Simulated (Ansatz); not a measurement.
**SiPb (model cell, started as zinc blende): phonons and vibrational spectra**

How does SiPb (model cell, started as zinc blende) vibrate, and is this structure a minimum?

Calculated with Ansatz 0.2.0; DFT LDA, scalar-relativistic, plane waves, PAW.

The structure was built from a prototype and need not be the compound's stable phase.

**1. Set-up**

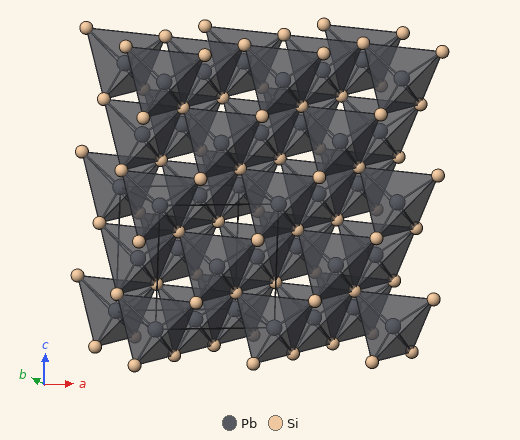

Start, viewed slightly off an axis; lead dark grey, silicon light orange. 2×1×2 cells are drawn. This picture shows the conventional cell, with its axes. Some periodic images of atoms are drawn too.

Coordinates:

```cif
data_structure
_symmetry_space_group_name_H-M 'F-43m'
_symmetry_Int_Tables_number 216
_cell_length_a 5.9155
_cell_length_b 5.9155
_cell_length_c 5.9155
_cell_angle_alpha 90.000
_cell_angle_beta 90.000
_cell_angle_gamma 90.000
_cell_volume 207.01
loop_
_atom_site_label
_atom_site_type_symbol
_atom_site_symmetry_multiplicity
_atom_site_Wyckoff_symbol
_atom_site_fract_x
_atom_site_fract_y
_atom_site_fract_z
_atom_site_occupancy
Pb1 Pb 4 a 0.00000 0.00000 0.00000 1
Si1 Si 4 d 0.25000 0.25000 0.75000 1
```

**2. Relaxation**

The cell and atoms are relaxed, since residual forces and stress would shift the frequencies.

Contents of input.yaml:

```yaml
crystal:
  lattice:
    - [0.0, 2.95777, 2.95777]
    - [2.95777, 0.0, 2.95777]
    - [2.95777, 2.95777, 0.0]
  atoms:
    - { symbol: Pb, position: [0.0, 0.0, 0.0] }
    - { symbol: Si, position: [0.25, 0.25, 0.25] }
kpoints:
  mp_grid: { grid: [10, 10, 10] }
hamiltonian:
  xc: lda
scf:
  occupations: { method: gaussian, width: 0.1 }
output:
  forces: true
  stress: true
  eigenvalues: true
relax:
  adjacent_minimum: "off"
  f_tol: 0.005
  max_steps: 80
  cell: { stress_tol: 0.05 }
```

The run is started by

```bash
ansatz run input.yaml --threads 4 --pin off --max-ram 7168MiB --backend cpu --events-out ev --progress --plain --runs-dir out
```

Numbers of over 12 decimals in the logs are rounded to 6 here.

The program printed:

```text
Engine: ansatz 0.2.0, aarch64-unknown-linux-gnu
Pseudopotentials: kind: paw
Pseudopotential: Pb, paw, valence charge 14, recommended cutoff 420 eV (normal), Pb.paw.azcp
Pseudopotential: Si, paw, valence charge 4, recommended cutoff 420 eV (normal), Si.paw.azcp
Functional definition: SPW92
  exchange = slater_x
  correlation = pw_c
Crystal: 2 atoms, lattice volume = 51.752 Å³
Basis set: ecut = 420 eV, 965 PW (Γ)
Bands: 13, of which v1, the nominal top of the filled ones, is band 9 counted from 1 (8 counted from 0)
Symmetry: 24 space group operations
Space group: F-43m (ITA 216), of the structure as read, at distance tolerance 3.7e-5 Å
k-points: 47 of 1000 (time reversal used)
Non-local potential: Pb, projectors of the file, l = 0: 2, l = 1: 2, l = 2: 2, l = 3: 2
Non-local potential: Si, projectors of the file, l = 0: 2, l = 1: 2, l = 2: 2
PAW form: soft (Blöchl's): semilocal exchange-correlation on the pseudo side does not see the compensation charge
PAW frozen core: Pb, regenerated for the run's functional, and the local potential with it (the file was generated under x = pbe(κ = 0.804, μ = 0.219515), c = pbe(β = 0.066725))
PAW frozen core: Si, regenerated for the run's functional, and the local potential with it (the file was generated under x = pbe(κ = 0.804, μ = 0.219515), c = pbe(β = 0.066725))
PAW one-centre angular grid: Pb, 590 points (default); XC on 64 Gauss nodes
PAW one-centre angular grid: Si, 110 points (default); XC on 64 Gauss nodes
Initial density: superposition of atomic densities (neutral atoms: chi_scale 0, normalization atom), corrected by the library's trained network
Initial wavefunctions: pseudopotential atomic-orbital guess
Functional: x = slater, c = lda
SCF iter   1: F=—  HF=-12209.983115 eV  |F-HF|=—  |Δ(HF+E_count)|=         —  Δρ=4.70e-3  dr2=6.63e-3  ethr=1.77e-3  ⟨swp⟩=6.3  Hψ=4195  notcnv=0
preconditioner: auto → Kerker (q_TF=auto, 2.288 Å⁻¹)  [metal: Δε(μ)=0.069 eV  Ē_g=15.684 eV  σ=0.100 eV  W_gap=0.37  n_scr=14 (ndim 8)  ℏωp=21.9 eV  f_vac=0.004  D(μ)=0.27/eV (n_scr^D=0)]
SCF iter   2: F=—  HF=-12209.982351 eV  |F-HF|=—  |Δ(HF+E_count)|=   7.64e-4  Δρ=2.64e-3  dr2=2.37e-3  ethr=3.69e-5  ⟨swp⟩=2.4  Hψ=1360  notcnv=0
SCF iter   3: F=—  HF=-12209.981864 eV  |F-HF|=—  |Δ(HF+E_count)|=   4.86e-4  Δρ=4.48e-4  dr2=1.28e-4  ethr=1.32e-5  ⟨swp⟩=2.4  Hψ=940  notcnv=0
SCF iter   4: F=—  HF=-12209.981876 eV  |F-HF|=—  |Δ(HF+E_count)|=   1.21e-5  Δρ=1.84e-4  dr2=3.08e-5  ethr=7.12e-7  ⟨swp⟩=2.3  Hψ=1025  notcnv=0
SCF iter   5: F=—  HF=-12209.981877 eV  |F-HF|=—  |Δ(HF+E_count)|=   4.25e-7  Δρ=4.62e-5  dr2=1.86e-6  ethr=1.71e-7  ⟨swp⟩=2.1  Hψ=812  notcnv=0
SCF iter   6: F=-12209.981877 eV  HF=-12209.981877 eV  |F-HF|=3.70e-8  |Δ(HF+E_count)|=   2.05e-7  Δρ=1.16e-5  dr2=7.99e-8  ethr=5.56e-10  ⟨swp⟩=5.3  Hψ=3469  notcnv=0
SCF 1 converged in 6 iterations: F = -12209.981877 eV  dr2 = 7.99e-8
  greatest PAW one-centre occupation: 0.977 electrons in one spin orbital (limit 2), on the Pb atom at site 0 (counted from 0), in its partial waves of l = 2
relax step   1: F+E_penalty+E_count = -12209.98187692 eV  Δ(F+E_penalty+E_count) = +0.000e0 eV  max|allowed force component| = 2.220e-16 eV/Å  Δτ_max = 0.0000 Å  P = +6.982 GPa  Ω = 51.752 Å³  (6 SCF iters, dr2 threshold 1.00e-7 eV, accepted)
Crystal: 2 atoms, lattice volume = 58.707 Å³
Basis set: ecut = 420 eV, 1139 PW (Γ)
Initial density: handed on by an earlier stage of this run
Initial wavefunctions: those handed on with the density
iter 1 solved again at ethr=1.92e-4 eV; its pass at ethr=3.10e-3 eV (dr2=3.45e-2 eV) is discarded
SCF iter   1: F=—  HF=-12210.104342 eV  |F-HF|=—  |Δ(HF+E_count)|=         —  Δρ=6.44e-3  dr2=3.52e-2  ethr=1.92e-4  ⟨swp⟩=1.0  Hψ=5255  notcnv=0
preconditioner: auto → Kerker (q_TF=auto, 2.240 Å⁻¹)  [metal: Δε(μ)=0.020 eV  Ē_g=15.245 eV  σ=0.100 eV  W_gap=0.11  n_scr=14 (ndim 8)  ℏωp=20.6 eV  f_vac=0.030  D(μ)=0.41/eV (n_scr^D=0)]
SCF iter   2: F=—  HF=-12210.097112 eV  |F-HF|=—  |Δ(HF+E_count)|=   7.23e-3  Δρ=3.90e-3  dr2=1.25e-2  ethr=1.92e-4  ⟨swp⟩=1.1  Hψ=617  notcnv=0
SCF iter   3: F=—  HF=-12210.094830 eV  |F-HF|=—  |Δ(HF+E_count)|=   2.28e-3  Δρ=8.27e-4  dr2=9.10e-4  ethr=6.92e-5  ⟨swp⟩=2.0  Hψ=714  notcnv=0
SCF iter   4: F=—  HF=-12210.094847 eV  |F-HF|=—  |Δ(HF+E_count)|=   1.76e-5  Δρ=2.92e-4  dr2=1.13e-4  ethr=5.06e-6  ⟨swp⟩=1.1  Hψ=618  notcnv=0
SCF iter   5: F=—  HF=-12210.094855 eV  |F-HF|=—  |Δ(HF+E_count)|=   7.29e-6  Δρ=6.32e-5  dr2=1.67e-6  ethr=6.25e-7  ⟨swp⟩=2.1  Hψ=803  notcnv=0
SCF iter   6: F=-12210.094855 eV  HF=-12210.094855 eV  |F-HF|=3.82e-8  |Δ(HF+E_count)|=   6.05e-7  Δρ=9.45e-6  dr2=4.94e-8  ethr=1.11e-9  ⟨swp⟩=7.2  Hψ=3357  notcnv=0
SCF 2 converged in 6 iterations: F = -12210.094855 eV  dr2 = 4.94e-8
relax step   2: F+E_penalty+E_count = -12210.09485533 eV  Δ(F+E_penalty+E_count) = -1.130e-1 eV  max|allowed force component| = 6.014e-17 eV/Å  Δτ_max = 0.0000 Å  P = -0.846 GPa  Ω = 58.707 Å³  energy of the carried Pulay correction = -9.861e-4 eV  (6 SCF iters, dr2 threshold 2.00e-7 eV, accepted)
Crystal: 2 atoms, lattice volume = 57.867 Å³
iter 1 solved again at ethr=1.69e-6 eV; its pass at ethr=3.10e-3 eV (dr2=3.03e-4 eV) is discarded
SCF iter   1: F=—  HF=-12210.097738 eV  |F-HF|=—  |Δ(HF+E_count)|=         —  Δρ=6.79e-4  dr2=3.72e-4  ethr=1.69e-6  ⟨swp⟩=3.3  Hψ=4684  notcnv=0
preconditioner: auto → Kerker (q_TF=auto, 2.246 Å⁻¹)  [metal: Δε(μ)=0.058 eV  Ē_g=15.227 eV  σ=0.100 eV  W_gap=0.30  n_scr=14 (ndim 8)  ℏωp=20.7 eV  f_vac=0.005  D(μ)=0.39/eV (n_scr^D=0)]
SCF iter   2: F=—  HF=-12210.097660 eV  |F-HF|=—  |Δ(HF+E_count)|=   7.82e-5  Δρ=4.15e-4  dr2=1.37e-4  ethr=1.69e-6  ⟨swp⟩=1.0  Hψ=611  notcnv=0
SCF iter   3: F=—  HF=-12210.097628 eV  |F-HF|=—  |Δ(HF+E_count)|=   3.16e-5  Δρ=8.42e-5  dr2=9.26e-6  ethr=7.59e-7  ⟨swp⟩=2.0  Hψ=713  notcnv=0
SCF iter   4: F=—  HF=-12210.097628 eV  |F-HF|=—  |Δ(HF+E_count)|=   2.07e-8  Δρ=2.96e-5  dr2=1.10e-6  ethr=5.14e-8  ⟨swp⟩=1.9  Hψ=755  notcnv=0
SCF iter   5: F=-12210.097629 eV  HF=-12210.097629 eV  |F-HF|=4.44e-9  |Δ(HF+E_count)|=   9.06e-8  Δρ=7.10e-6  dr2=2.17e-8  ethr=1.11e-9  ⟨swp⟩=6.9  Hψ=3296  notcnv=0
SCF 3 converged in 5 iterations: F = -12210.097629 eV  dr2 = 2.17e-8
relax step   3: F+E_penalty+E_count = -12210.09762852 eV  Δ(F+E_penalty+E_count) = -2.773e-3 eV  max|allowed force component| = 7.864e-17 eV/Å  Δτ_max = 0.0000 Å  P = -0.160 GPa  Ω = 57.867 Å³  energy of the carried Pulay correction = -8.736e-4 eV  (5 SCF iters, dr2 threshold 2.00e-7 eV, accepted)
[...]
relax step   4: F+E_penalty+E_count = -12210.09774709 eV  Δ(F+E_penalty+E_count) = -1.186e-4 eV  max|allowed force component| = 7.864e-17 eV/Å  Δτ_max = 0.0000 Å  P = +0.005 GPa  Ω = 57.675 Å³  energy of the carried Pulay correction = -8.476e-4 eV  (5 SCF iters, dr2 threshold 6.36e-8 eV, accepted)
Initial wavefunctions: pseudopotential atomic-orbital guess (no wavefunctions were taken with the density)
iter 1 solved again at ethr=3.08e-7 eV; its pass at ethr=3.10e-3 eV (dr2=5.54e-5 eV) is discarded
SCF iter   1: F=—  HF=-12210.098952 eV  |F-HF|=—  |Δ(HF+E_count)|=         —  Δρ=1.18e-4  dr2=1.34e-6  ethr=3.08e-7  ⟨swp⟩=3.9  Hψ=6093  notcnv=0
preconditioner: auto → Kerker (q_TF=auto, 2.247 Å⁻¹)  [metal: Δε(μ)=0.063 eV  Ē_g=15.247 eV  σ=0.100 eV  W_gap=0.33  n_scr=14 (ndim 8)  ℏωp=20.7 eV  f_vac=0.005  D(μ)=0.38/eV (n_scr^D=0)]
SCF iter   2: F=—  HF=-12210.098952 eV  |F-HF|=—  |Δ(HF+E_count)|=   3.98e-7  Δρ=5.99e-5  dr2=3.03e-7  ethr=7.43e-9  ⟨swp⟩=2.2  Hψ=974  notcnv=0
SCF iter   3: F=—  HF=-12210.098952 eV  |F-HF|=—  |Δ(HF+E_count)|=   3.70e-7  Δρ=7.98e-6  dr2=1.12e-8  ethr=1.68e-9  ⟨swp⟩=2.0  Hψ=986  notcnv=0
SCF iter   4: F=—  HF=-12210.098952 eV  |F-HF|=—  |Δ(HF+E_count)|=   3.36e-9  Δρ=5.16e-7  dr2=2.92e-10  ethr=6.21e-11  ⟨swp⟩=2.9  Hψ=1035  notcnv=0
SCF iter   5: F=—  HF=-12210.098952 eV  |F-HF|=—  |Δ(HF+E_count)|=  1.09e-11  Δρ=2.16e-7  dr2=4.43e-11  ethr=1.00e-12  ⟨swp⟩=8.2  Hψ=3577  notcnv=0
SCF iter   6: F=-12210.098952 eV  HF=-12210.098952 eV  |F-HF|=3.64e-12  |Δ(HF+E_count)|=  7.28e-12  Δρ=6.78e-8  dr2=2.30e-12  ethr=1.00e-12  ⟨swp⟩=6.0  Hψ=2361  notcnv=0
SCF 5 converged in 6 iterations: F = -12210.098952 eV  dr2 = 2.30e-12
relax step   5: F+E_penalty+E_count = -12210.09895234 eV  Δ(F+E_penalty+E_count) = -1.205e-3 eV  max|allowed force component| = 1.018e-16 eV/Å  Δτ_max = 0.0000 Å  P = +0.024 GPa  Ω = 57.675 Å³  stress off target by 2.41e-2 GPa  SCF on the basis re-selected at this cell (its energy is not comparable with the rows above)  (6 SCF iters)
basis re-selected at this cell: Δ(F+E_penalty+E_count) = -1.205e-3 eV, ΔP = +0.019 GPa vs the last step (what re-selecting the basis moved, of the pressure what is left beyond the Pulay correction that the steps carried, after the strain that the cell walked since its last selection, with what the two solves' SCF thresholds leave and, on support functions, any second-order correction that the steps lacked; it is no m [...]
SCF converged after 6 iterations
Free energy (F): -12210.098952 eV
Harris-Foulkes:  -12210.098952 eV  (|F-HF|=3.64e-12)
Internal energy: -12210.097034 eV  (E = F + TS)
E sigma→0 (E₀):  -12210.097993 eV
Entropy (-TS):   -0.001918 eV (-0.959 meV/atom)
Fermi energy:    7.188577 eV
--- Per-component energies (eV) ---
  E_band       = -80.070836
  E_kinetic    = 331.781740
  E_local      = -1355.282866  (includes V_loc(G=0)·N_el)
  E_nonlocal   = 381.199197
  E_hartree    = 543.884399
  E_xc         = -272.513067
  E_vxc        = -179.029355  (∫ρ·V_xc dr)
  E_paw        = -10592.691664  (= ΣΔE_a)
  E_vpaw       = -346.508342  (= ΣTr[D̂ρ^β])
  E_aug_tail   = 0.000047  (compensation charges beyond the density's cutoff)
  E_ewald      = -1246.481436
  E_core_change = 0.006617  (= ΣΔE_core)
  E_smearing   = -0.001918  (= −TS)
  E_closure    = -0.000000  (closes the sum)
  Σ components = -12210.098952   (vs F -12210.098952, Δ=0.00e0)
--- Forces (eV/Å), atoms counted from 1 ---
  atom   1  Pb     0.00000000     0.00000000    -0.00000000
  atom   2  Si    -0.00000000    -0.00000000    -0.00000000
  max |Σ_I F_I| component: 5.55e-17 eV/Å
--- Stress (GPa, compression-positive) ---
        0.024132      -0.000000       0.000000
       -0.000000       0.024132       0.000000
        0.000000       0.000000       0.024132
  P = ⅓ Tr σ = 0.0241 GPa (0.241 kbar)
--- Band table (eV; the first three rows and the last of 47) ---
  k-point 0: bands = [... 5 lower, -4.5638, 6.1159, 7.3903, 7.3903, 7.3903, 9.5454, 9.5454, 9.5454]
  k-point 1: bands = [... 5 lower, -4.4573, 5.1197, 7.1817, 7.1817, 7.6735, 9.8078, 9.8078, 9.9176]
  k-point 2: bands = [... 5 lower, -4.1453, 3.5619, 6.7782, 6.7782, 7.5277, 10.2961, 10.2961, 11.0153]
  k-point 46: bands = [... 5 lower, -1.7307, -0.2734, 3.9270, 4.0857, 9.7852, 10.2785, 12.1913, 12.1980]
--- Relaxed structure (4 steps of the walk, 4 accepted, 1 SCFs on fresh bases) ---
  F+E_penalty+E_count = -12210.09895234 eV   max|allowed force component| = 1.018e-16 eV/Å   (the final SCF, on the basis selected at the relaxed cell)
  cell:  # Å, volume = 57.6747 Å³
    - [0, 3.066562, 3.066562]
    - [3.066562, 0, 3.066562]
    - [3.066562, 3.066562, 0]
  atoms:
    - { symbol: Pb, position: [0, 0, 0] }
    - { symbol: Si, position: [0.25, 0.25, 0.25] }
```

Run time: 14 s. Hardware: 4 threads of Arm Neoverse N1, shared host; peak memory 0.37 GiB; 34 s of CPU time.

Step by step:

| step | energy less that of the first step (eV) | largest force component (eV/Å) | pressure (GPa) | volume (Å³) |
| --- | --- | --- | --- | --- |
| 1 | 0.0000 | 0.0000 | 6.98 | 51.75 |
| 2 | -0.1130 | 0.0000 | -0.85 | 58.71 |
| 3 | -0.1158 | 0.0000 | -0.16 | 57.87 |
| 4 | -0.1159 | 0.0000 | 0.01 | 57.67 |
| 5* | -0.1171 | 0.0000 | 0.02 | 57.67 |

Relaxation steps marked * repeat the geometry before them on a plane-wave basis chosen anew for their cell, so energy and pressure can jump there.

Forces are held to the 24 operations that the run works with; a distortion that breaks them can't arise in this run.

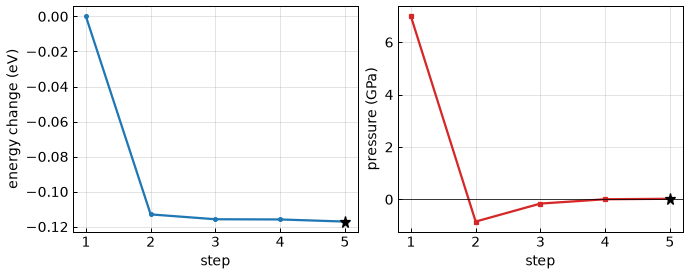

Energy and pressure along the relaxation. Stars mark steps on a basis chosen anew.

| conventional cell, symmetrised | before | after | change |
| --- | --- | --- | --- |
| a (Å) | 5.916 | 6.133 | +3.7 % |
| b (Å) | 5.916 | 6.133 | +3.7 % |
| c (Å) | 5.916 | 6.133 | +3.7 % |
| volume (Å³/atom) | 25.88 | 28.84 | +11.4 % |

The relaxed structure:

```cif
data_structure
_symmetry_space_group_name_H-M 'P 1'
_symmetry_Int_Tables_number 1
_cell_length_a 4.3368
_cell_length_b 4.3368
_cell_length_c 4.3368
_cell_angle_alpha 60.000
_cell_angle_beta 60.000
_cell_angle_gamma 60.000
_cell_volume 57.67
loop_
_atom_site_label
_atom_site_type_symbol
_atom_site_fract_x
_atom_site_fract_y
_atom_site_fract_z
_atom_site_occupancy
Pb1 Pb 0.00000 0.00000 0.00000 1
Si2 Si 0.25000 0.25000 0.25000 1
```

Numbers from this step:

```yaml
pressure: 0.02413 GPa
volume_per_atom: 28.84 Å³
gap_on_the_k_mesh: 0 eV
```

In this step the volume went from 25.88 to 28.84 Å³/atom.

**3. Bringing the structure to rest**

The relaxation is repeated from its end on the same settings, as a check that it has come to rest.

input.yaml, as its differences from that of step 2:

```diff
@@ -2,5 +2,5 @@
   lattice:
-    - [0.0, 2.95777, 2.95777]
-    - [2.95777, 0.0, 2.95777]
-    - [2.95777, 2.95777, 0.0]
+    - [0.0, 3.066562484, 3.066562484]
+    - [3.066562484, 0.0, 3.066562484]
+    - [3.066562484, 3.066562484, 0.0]
   atoms:
```

The program printed:

```text
[...]
Crystal: 2 atoms, lattice volume = 57.675 Å³
Basis set: ecut = 420 eV, 1139 PW (Γ)
Bands: 13, of which v1, the nominal top of the filled ones, is band 9 counted from 1 (8 counted from 0)
Symmetry: 24 space group operations
[...]
k-points: 47 of 1000 (time reversal used)
[...]
k-point 46: bands = [... 5 lower, -1.7307, -0.2734, 3.9270, 4.0857, 9.7852, 10.2785, 12.1913, 12.1980]
--- Relaxed structure (1 steps of the walk, 1 accepted, 1 SCFs on fresh bases) ---
[...]
cell:  # Å, volume = 57.6747 Å³
    - [0.0, 3.066562484, 3.066562484]
    - [3.066562484, 0.0, 3.066562484]
    - [3.066562484, 3.066562484, 0.0]
  atoms:
    - { symbol: Pb, position: [0.0, 0.0, 0.0] }
    - { symbol: Si, position: [0.250000, 0.250000, 0.250000] }
[key lines of the parts left out:]
SCF converged after 5 iterations
Free energy (F): -12210.098952 eV
Fermi energy:    7.188578 eV
P = ⅓ Tr σ = 0.0241 GPa (0.241 kbar)
```

The job ended after 6.5 s (4 threads; peak memory 0.37 GiB; 15 s of CPU time).

Little changed from the start: no atom moved by 0.005 Å and no cell edge by 0.1 %.

In this step the volume went from 28.84 to 28.84 Å³/atom.

**4. Tight relaxation**

Phonons need a cell at rest on their own settings, so the relaxation is repeated with tight tolerances on forces and stress, using the mesh and the filling of the phonon run that follows.

input.yaml, the sections that differ from step 3:

```yaml
kpoints:
  mp_grid: { grid: [12, 12, 12] }
scf:
  occupations: { method: methfessel_paxton, width: 0.15 }
relax:
  adjacent_minimum: "off"
  f_tol: 0.001
  max_steps: 60
  cell: { stress_tol: 0.01 }
# crystal, hamiltonian, output: as in step 3
```

The program printed:

```text
[...]
Crystal: 2 atoms, lattice volume = 57.675 Å³
Basis set: ecut = 420 eV, 1139 PW (Γ)
Bands: 13, of which v1, the nominal top of the filled ones, is band 9 counted from 1 (8 counted from 0)
Symmetry: 24 space group operations
[...]
k-points: 72 of 1728 (time reversal used)
[...]
k-point 71: bands = [... 5 lower, -1.7275, -0.2607, 3.8672, 4.0407, 10.1809, 11.0969, 11.3198, 11.7431]
--- Relaxed structure (1 steps of the walk, 1 accepted, 1 SCFs on fresh bases) ---
[...]
cell:  # Å, volume = 57.6747 Å³
    - [0.0, 3.066562484, 3.066562484]
    - [3.066562484, 0.0, 3.066562484]
    - [3.066562484, 3.066562484, 0.0]
  atoms:
    - { symbol: Pb, position: [0.0, 0.0, 0.0] }
    - { symbol: Si, position: [0.250000, 0.250000, 0.250000] }
[key lines of the parts left out:]
SCF converged after 6 iterations
Free energy (F): -12210.100563 eV
Fermi energy:    7.216577 eV
P = ⅓ Tr σ = -0.0046 GPa (-0.046 kbar)
```

Wall time 9 s (4 threads); peak memory 0.4 GiB.

Little changed from the start: no atom moved by 0.005 Å and no cell edge by 0.1 %.

This step gave:

- pressure: -0.004623 GPa

The forces vanish by symmetry and the pressure is -0.005 GPa, within the tolerances set. The cell now holds 28.84 Å³/atom.

(Part 1 of 2 ends here.)

[Logs are printed without paths, hosts, clocks, repeated set-up lines and the standing remarks that a program may print on its own settings, such as how far it seeks lower states.]

[Hosts, paths, dates, database ids (printed as entryN), source tags and the programs' standing remarks are cut or masked in the printed files.]
